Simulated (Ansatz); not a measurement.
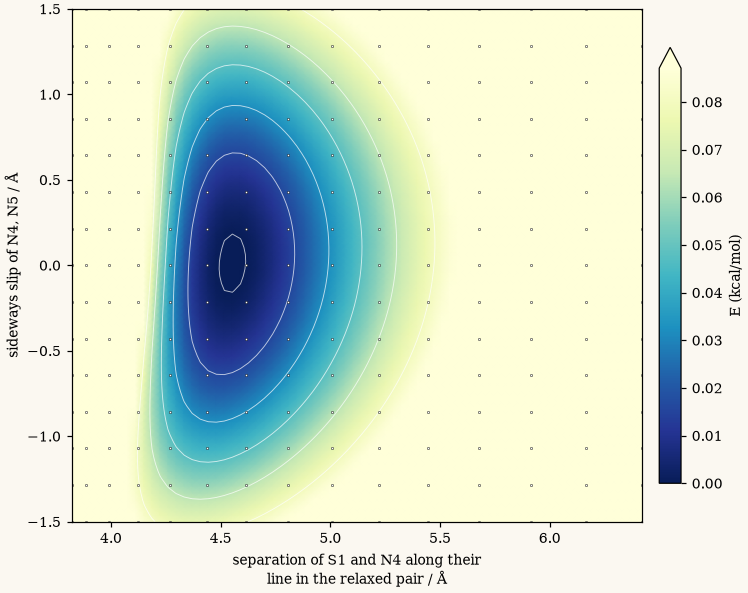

The pair H₂S···N₂. Coordinates scanned: (1) separation of S1 and N4 along their line in the relaxed pair; (2) sideways slip of N4, N5. Nothing is relaxed (both partners rigid). The grid has 15 × 15 points. Points are written as (first, second). Energies: kcal/mol, counted from the lowest grid point. Method: Ansatz 0.2.0, RHF/def2-TZVPD.

The picture shows a smooth colour map with a few white contour lines, dots at the grid points, one colour for all values above the top of the scale. Between grid points the surface is interpolated.

Question: Where is the minimum, and how stiff is the well along each coordinate?

Answer: The interpolated minimum is at the first coordinate ≈ 4.550 Å, sideways slip of N4, N5 ≈ 0.008 Å. The curvatures there are about 0.029 eV/Å² and 0.0038 eV/Å², with a cross term of about −0.0013 eV/Å². Round the minimum the two coordinates are weakly coupled (coupling −0.13 in units of the two stiffnesses). (1 eV is 23.1 kcal/mol.)
